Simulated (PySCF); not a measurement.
**Geometry relaxation, with input and output: C6H15FNPSi**

The run: geometry relaxation of C6H15FNPSi. Method and program: PBE0-D3(BJ)/def2-SVP geometry optimisation, gas phase (PySCF 2.14.0).

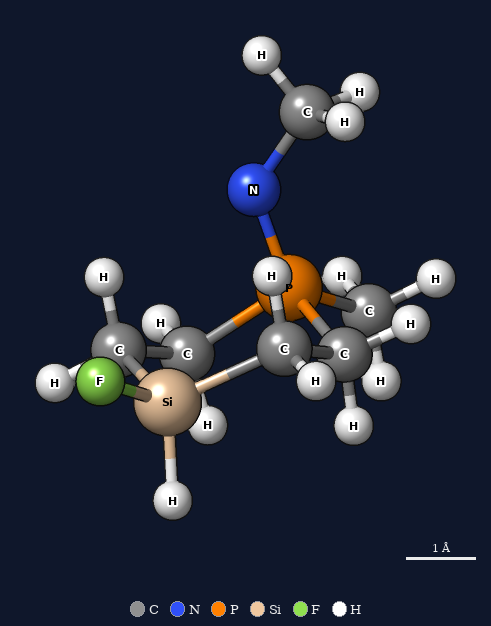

Figure 1. The starting structure (ball-and-stick view, seen at a tilt).

Input file
```
{"job": {"xc": "PBE0", "basis": "def2-SVP", "d3": "d3bj", "grid": 1, "shake": 0.01, "kind": "geom"}, "charge": 0, "multiplicity": 1}
C     -2.412890    -1.527910     0.469220
N     -1.368250    -1.001850    -0.370570
P     -0.681810     0.387530    -0.256750
C     -1.612140     1.948600    -0.505390
C      0.583670     0.411970    -1.588640
C      1.544190    -0.746480    -1.406120
Si     2.468920    -0.614550     0.247340
F      3.285940    -1.979150     0.523360
C      1.199260    -0.351790     1.658280
C      0.273130     0.806080     1.318250
H     -2.168060    -1.576920     1.531730
H     -2.656690    -2.507590     0.115170
H     -3.375520    -0.893550     0.384380
H     -1.031920     2.833370    -0.543000
H     -2.207970     1.826250    -1.431080
H     -2.356290     2.068300     0.325170
H      1.113310     1.389170    -1.558800
H      0.032930     0.348140    -2.517690
H      2.235420    -0.806650    -2.246690
H      0.930090    -1.661090    -1.411560
H      3.473870     0.426230     0.230750
H      0.601600    -1.281320     1.729400
H      1.693750    -0.180490     2.581530
H     -0.464950     0.972060     2.098050
H      0.852840     1.723680     1.180370
```

The first line tells a small driver script what to run in PySCF; the rest is the geometry in Å.

Machine: 1 CPU thread, shared host.

Launch command:
```bash
OMP_NUM_THREADS=1 python <driver script> task.json out
```

What the program printed
```
step   0  E = -1021.99994828  max force = 0.041316
step   1  E = -1022.01018988  max force = 0.006965
step   2  E = -1022.01077904  max force = 0.001732
step   3  E = -1022.01089965  max force = 0.000912
step   4  E = -1022.01094742  max force = 0.000801
step   5  E = -1022.01096318  max force = 0.000421
step   6  E = -1022.01096812  max force = 0.000292
optimisation converged
```

Trajectory as extended XYZ (Å, eV, eV/Å), 7 frames, from step=0 to step=6
```
25
Properties=species:S:1:pos:R:3:forces:R:3 step=0 energy=-27810.03510
C    -2.4129   -1.5279    0.4692   -0.7991   2.1245  -0.7443
N    -1.3682   -1.0018   -0.3706   -0.2866  -0.4032   0.3159
P    -0.6818    0.3875   -0.2567    1.0019   1.3021   0.0530
C    -1.6121    1.9486   -0.5054   -2.0683  -1.4948   0.3446
C     0.5837    0.4120   -1.5886    0.2242   0.6393   1.0084
C     1.5442   -0.7465   -1.4061    0.0343  -0.1703   0.5362
Si    2.4689   -0.6146    0.2473   -1.3608  -0.4667   0.0649
F     3.2859   -1.9791    0.5234    0.2770  -0.5780   0.0976
C     1.1993   -0.3518    1.6583   -0.2399  -0.5498  -1.7896
C     0.2731    0.8061    1.3182   -0.0881  -0.6960  -0.9107
H    -2.1681   -1.5769    1.5317    0.1367  -0.1340   0.5366
H    -2.6567   -2.5076    0.1152   -0.3694  -1.1051  -0.1533
H    -3.3755   -0.8935    0.3844    0.8959  -0.8414   0.2294
H    -1.0319    2.8334   -0.5430    1.0678   1.1277  -0.1287
H    -2.2080    1.8262   -1.4311    0.1833   0.1566   0.1211
H    -2.3563    2.0683    0.3252    0.4315  -0.1155  -0.4196
H     1.1133    1.3892   -1.5588   -0.2353  -0.1488  -0.0566
H     0.0329    0.3481   -2.5177   -0.3034  -0.0252  -0.6350
H     2.2354   -0.8066   -2.2467    0.3473  -0.0514  -0.2738
H     0.9301   -1.6611   -1.4116    0.1346  -0.1543   0.1221
H     3.4739    0.4262    0.2308    0.5392   0.8114  -0.0469
H     0.6016   -1.2813    1.7294    0.1929   0.0614   0.0763
H     1.6938   -0.1805    2.5815    0.7184   0.1044   1.3360
H    -0.4649    0.9721    2.0981   -0.3551   0.1952   0.4297
H     0.8528    1.7237    1.1804   -0.0790   0.4117  -0.1132
25
Properties=species:S:1:pos:R:3:forces:R:3 step=1 energy=-27810.31379
C    -2.3412   -1.5251    0.5283   -0.1005  -0.1956   0.0776
N    -1.3983   -0.9717   -0.3941    0.0362   0.0194  -0.0194
P    -0.6980    0.4242   -0.2836    0.0102  -0.0651   0.0807
C    -1.7351    1.9162   -0.4825    0.3582   0.3363  -0.0202
C     0.5784    0.4820   -1.5862   -0.1700   0.0021  -0.0798
C     1.5541   -0.6902   -1.4341    0.0450  -0.0617   0.0296
Si    2.4669   -0.6262    0.2061   -0.0502   0.0300  -0.0087
F     3.2958   -2.0119    0.4560   -0.0617   0.1109  -0.0439
C     1.2101   -0.3862    1.5862    0.2837   0.0348   0.1266
C     0.2571    0.7684    1.2684   -0.1572   0.1015  -0.0279
H    -1.9260   -1.7167    1.5404    0.0806  -0.0722   0.0347
H    -2.6894   -2.5100    0.1519    0.0107   0.2061   0.1127
H    -3.2572   -0.9215    0.7208    0.0335   0.0234  -0.2021
H    -1.1292    2.8468   -0.5046   -0.1839  -0.2691   0.0152
H    -2.3092    1.8292   -1.4133   -0.0200  -0.0325  -0.0745
H    -2.4413    1.9718    0.3556   -0.0625   0.0034   0.0748
H     1.0814    1.4627   -1.5407    0.0042   0.0152  -0.0130
H     0.0370    0.4281   -2.5490    0.0894   0.0178   0.0822
H     2.2623   -0.7228   -2.2790   -0.0009   0.0184   0.0297
H     0.9657   -1.6223   -1.4583   -0.0012  -0.0255   0.0080
H     3.4620    0.4955    0.1982   -0.0205  -0.0693   0.0345
H     0.6399   -1.3242    1.6782   -0.0146  -0.0425   0.0218
H     1.7305   -0.2163    2.5532   -0.1484  -0.0667  -0.2371
H    -0.4790    0.9248    2.0793    0.0794  -0.0088  -0.0480
H     0.7976    1.7244    1.1403   -0.0395  -0.0105   0.0464
25
Properties=species:S:1:pos:R:3:forces:R:3 step=2 energy=-27810.32983
C    -2.3565   -1.5144    0.5342   -0.0803   0.0291   0.0859
N    -1.3883   -0.9890   -0.3789    0.0891  -0.0423  -0.0335
P    -0.6944    0.4103   -0.2745   -0.0231   0.0010   0.0101
C    -1.7242    1.9051   -0.4816    0.0352   0.0817   0.0070
C     0.5721    0.4758   -1.5837   -0.0523  -0.0102  -0.0022
C     1.5584   -0.6878   -1.4356    0.0180  -0.0382  -0.0131
Si    2.4704   -0.6107    0.1987   -0.0053   0.0019  -0.0015
F     3.3124   -1.9871    0.4380   -0.0068   0.0183  -0.0127
C     1.2203   -0.3902    1.5806    0.0724   0.0114   0.0236
C     0.2550    0.7606    1.2748   -0.0297   0.0081  -0.0359
H    -1.9738   -1.6763    1.5665    0.0146  -0.0070  -0.0189
H    -2.7066   -2.5019    0.1854    0.0117   0.0166   0.0038
H    -3.2707   -0.8922    0.6499   -0.0085  -0.0132  -0.0277
H    -1.1213    2.8273   -0.5048   -0.0223  -0.0469   0.0076
H    -2.2928    1.8113   -1.4179    0.0004  -0.0048   0.0016
H    -2.4367    1.9660    0.3551   -0.0066   0.0038  -0.0198
H     1.0687    1.4605   -1.5405    0.0036   0.0017  -0.0021
H     0.0333    0.4198   -2.5439    0.0057   0.0097   0.0078
H     2.2665   -0.7106   -2.2799    0.0072   0.0057   0.0059
H     0.9815   -1.6279   -1.4578    0.0066   0.0026   0.0052
H     3.4574    0.5136    0.1997    0.0048  -0.0072   0.0110
H     0.6587   -1.3353    1.6694   -0.0100   0.0057  -0.0012
H     1.7375   -0.2260    2.5414   -0.0248  -0.0168  -0.0264
H    -0.4770    0.9059    2.0880    0.0092  -0.0170   0.0035
H     0.7851    1.7223    1.1549   -0.0088   0.0062   0.0220
25
Properties=species:S:1:pos:R:3:forces:R:3 step=3 energy=-27810.33311
C    -2.3777   -1.5005    0.5377   -0.0183   0.0342   0.0305
N    -1.3831   -1.0027   -0.3655    0.0240  -0.0469  -0.0179
P    -0.6938    0.3995   -0.2681   -0.0089   0.0422  -0.0095
C    -1.7211    1.8968   -0.4810   -0.0352  -0.0272   0.0106
C     0.5676    0.4684   -1.5814    0.0092  -0.0189   0.0184
C     1.5660   -0.6867   -1.4380   -0.0087  -0.0001  -0.0137
Si    2.4812   -0.5992    0.1926   -0.0003   0.0011   0.0090
F     3.3360   -1.9679    0.4245    0.0112  -0.0130   0.0012
C     1.2331   -0.3932    1.5770   -0.0111   0.0077  -0.0217
C     0.2556    0.7515    1.2795    0.0287  -0.0067  -0.0208
H    -2.0235   -1.6273    1.5849   -0.0118   0.0127  -0.0096
H    -2.7123   -2.4996    0.2125    0.0015  -0.0323  -0.0109
H    -3.2984   -0.8807    0.5968    0.0020  -0.0005   0.0099
H    -1.1167    2.8146   -0.5042    0.0291   0.0294   0.0026
H    -2.2856    1.8002   -1.4198    0.0044   0.0038   0.0044
H    -2.4387    1.9629    0.3508   -0.0011   0.0004  -0.0144
H     1.0586    1.4562   -1.5400   -0.0006   0.0006   0.0003
H     0.0270    0.4108   -2.5396   -0.0135   0.0000  -0.0101
H     2.2730   -0.7009   -2.2834   -0.0005   0.0024  -0.0019
H     0.9999   -1.6332   -1.4579    0.0051   0.0004   0.0017
H     3.4600    0.5314    0.1979    0.0040   0.0075  -0.0035
H     0.6774   -1.3425    1.6618   -0.0070   0.0069  -0.0089
H     1.7481   -0.2320    2.5370    0.0131   0.0039   0.0345
H    -0.4742    0.8841    2.0960   -0.0103  -0.0172   0.0108
H     0.7768    1.7188    1.1673   -0.0049   0.0095   0.0091
25
Properties=species:S:1:pos:R:3:forces:R:3 step=4 energy=-27810.33441
C    -2.3943   -1.4900    0.5390    0.0119   0.0140  -0.0086
N    -1.3787   -1.0146   -0.3553   -0.0135  -0.0269  -0.0052
P    -0.6935    0.3908   -0.2638    0.0034   0.0363  -0.0087
C    -1.7204    1.8888   -0.4792   -0.0327  -0.0412   0.0069
C     0.5643    0.4614   -1.5797    0.0229  -0.0121   0.0108
C     1.5720   -0.6862   -1.4398   -0.0121   0.0120  -0.0022
Si    2.4916   -0.5896    0.1881    0.0028  -0.0005   0.0083
F     3.3578   -1.9517    0.4160    0.0101  -0.0123   0.0061
C     1.2441   -0.3939    1.5743   -0.0222   0.0045  -0.0156
C     0.2571    0.7446    1.2825    0.0345  -0.0004  -0.0032
H    -2.0666   -1.5813    1.5978   -0.0121   0.0090   0.0039
H    -2.7147   -2.5012    0.2365    0.0032  -0.0188  -0.0047
H    -3.3188   -0.8737    0.5528   -0.0031   0.0027   0.0145
H    -1.1132    2.8049   -0.5005    0.0212   0.0263   0.0015
H    -2.2812    1.7925   -1.4201    0.0048   0.0079  -0.0001
H    -2.4420    1.9573    0.3488    0.0018  -0.0011  -0.0047
H     1.0501    1.4519   -1.5408   -0.0027   0.0003  -0.0008
H     0.0205    0.4010   -2.5362   -0.0099  -0.0042  -0.0067
H     2.2764   -0.6940   -2.2874   -0.0026  -0.0015  -0.0034
H     1.0148   -1.6379   -1.4568    0.0016  -0.0008  -0.0014
H     3.4626    0.5479    0.1923   -0.0008   0.0067  -0.0086
H     0.6931   -1.3462    1.6548   -0.0027   0.0028  -0.0080
H     1.7572   -0.2336    2.5357    0.0126   0.0039   0.0247
H    -0.4723    0.8643    2.1016   -0.0111  -0.0106   0.0034
H     0.7693    1.7175    1.1770   -0.0054   0.0041   0.0019
25
Properties=species:S:1:pos:R:3:forces:R:3 step=5 energy=-27810.33484
C    -2.4018   -1.4849    0.5395    0.0158  -0.0025  -0.0144
N    -1.3766   -1.0207   -0.3505   -0.0217  -0.0021   0.0014
P    -0.6933    0.3867   -0.2624    0.0077   0.0120  -0.0015
C    -1.7214    1.8839   -0.4774   -0.0093  -0.0180  -0.0002
C     0.5630    0.4569   -1.5796    0.0102  -0.0026   0.0008
C     1.5749   -0.6867   -1.4403   -0.0044   0.0061   0.0051
Si    2.4978   -0.5837    0.1859    0.0028  -0.0020   0.0019
F     3.3710   -1.9419    0.4140    0.0034  -0.0013   0.0052
C     1.2502   -0.3926    1.5727   -0.0084   0.0039  -0.0009
C     0.2583    0.7419    1.2833    0.0164   0.0030   0.0040
H    -2.0892   -1.5545    1.6044   -0.0042   0.0034   0.0061
H    -2.7123   -2.5038    0.2510    0.0012  -0.0028   0.0023
H    -3.3295   -0.8731    0.5303   -0.0016   0.0007   0.0044
H    -1.1126    2.7999   -0.4956    0.0028   0.0072   0.0021
H    -2.2797    1.7902   -1.4201    0.0036   0.0058  -0.0020
H    -2.4449    1.9514    0.3486    0.0010  -0.0024   0.0006
H     1.0458    1.4490   -1.5434   -0.0021   0.0002  -0.0017
H     0.0168    0.3934   -2.5347   -0.0024  -0.0041  -0.0009
H     2.2771   -0.6925   -2.2896   -0.0015  -0.0030  -0.0020
H     1.0221   -1.6410   -1.4547   -0.0013   0.0000  -0.0022
H     3.4636    0.5585    0.1857   -0.0025   0.0028  -0.0060
H     0.7019   -1.3468    1.6502   -0.0005   0.0003  -0.0042
H     1.7621   -0.2325    2.5355    0.0030  -0.0009   0.0041
H    -0.4723    0.8534    2.1029   -0.0052  -0.0038  -0.0019
H     0.7642    1.7184    1.1817   -0.0030   0.0003  -0.0002
25
Properties=species:S:1:pos:R:3:forces:R:3 step=6 energy=-27810.33497
C    -2.4032   -1.4836    0.5403    0.0100  -0.0062  -0.0046
N    -1.3760   -1.0229   -0.3490   -0.0150   0.0109   0.0011
P    -0.6932    0.3852   -0.2627    0.0068  -0.0060   0.0027
C    -1.7226    1.8813   -0.4769    0.0055   0.0015  -0.0037
C     0.5625    0.4542   -1.5803   -0.0011   0.0028  -0.0031
C     1.5758   -0.6877   -1.4399    0.0023  -0.0014   0.0054
Si    2.5006   -0.5799    0.1852    0.0014  -0.0024  -0.0025
F     3.3778   -1.9352    0.4158   -0.0001   0.0049   0.0029
C     1.2527   -0.3905    1.5719    0.0023   0.0029   0.0050
C     0.2584    0.7416    1.2831    0.0006   0.0025   0.0035
H    -2.0963   -1.5421    1.6077    0.0007  -0.0002   0.0033
H    -2.7079   -2.5066    0.2596    0.0005   0.0033   0.0034
H    -3.3333   -0.8757    0.5222   -0.0008  -0.0012  -0.0023
H    -1.1139    2.7980   -0.4916   -0.0056  -0.0030   0.0025
H    -2.2790    1.7906   -1.4209    0.0016   0.0019  -0.0021
H    -2.4473    1.9465    0.3483   -0.0012  -0.0028   0.0013
H     1.0438    1.4471   -1.5469   -0.0008   0.0002  -0.0017
H     0.0151    0.3877   -2.5348    0.0014  -0.0027   0.0017
H     2.2767   -0.6942   -2.2904   -0.0002  -0.0025  -0.0004
H     1.0245   -1.6429   -1.4522   -0.0025   0.0009  -0.0011
H     3.4630    0.5653    0.1803   -0.0024   0.0008  -0.0021
H     0.7059   -1.3458    1.6477    0.0002  -0.0006  -0.0012
H     1.7637   -0.2305    2.5355   -0.0021  -0.0031  -0.0048
H    -0.4737    0.8489    2.1021   -0.0005   0.0003  -0.0027
H     0.7609    1.7201    1.1834   -0.0008  -0.0007  -0.0005
```

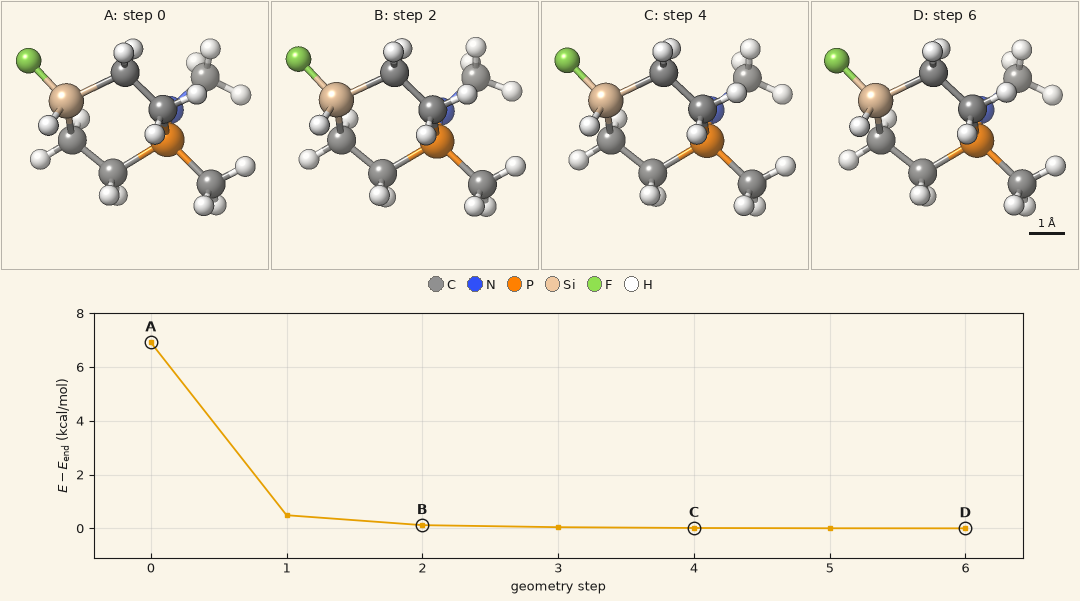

Figure 2. Frames of the relaxation (ball-and-stick view, seen at a tilt) above the curves, on which the letters mark them (steps are counted from 0).

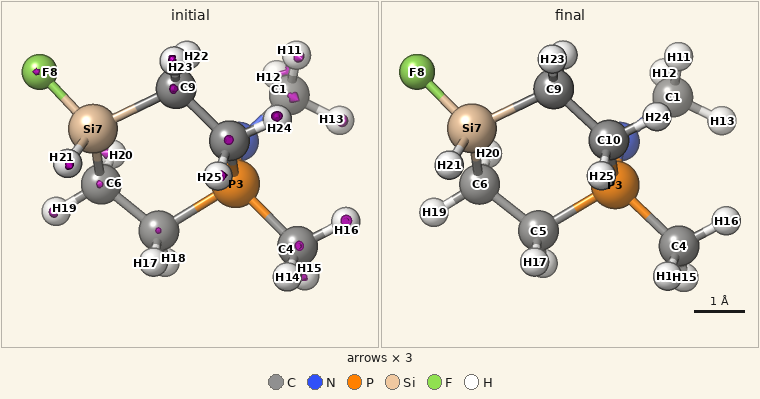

Figure 3. Before (left) and after (right) the relaxation, at one scale (ball-and-stick view, seen at a tilt). The pink arrows give the displacements, magnified 3 times. H12 moves most after the best rigid fit: 0.16 Å. By element the largest moves are H 0.16 Å, C 0.11 Å, F 0.05 Å, P 0.02 Å, Si 0.02 Å, N 0.02 Å. Distances before and after: Si7–H21 1.447 → 1.496 Å, C1–H13 1.156 → 1.111 Å, C4–H14 1.059 → 1.100 Å, Si7–C9 1.916 → 1.875 Å. Among the angles that change: P3–C4–H14 116.0° → 111.8°, N2–C1–H13 111.2° → 114.4°, N2–P3–C4 121.8° → 118.9°. The energy falls by 6.92 kcal/mol in 6 geometry steps. Largest force component: 2.1 eV/Å at the start, 0.015 eV/Å at the end. (Atoms are counted from 1 in the order of the input.)

Results in brief

| quantity | value |
| --- | --- |
| outcome | converged |
| total energy | −1022.010968 hartree |
| dipole moment | 3.95 D |
| point group | C1 |
| wall time | 4.2 min |
| peak memory | 0.94 GiB |
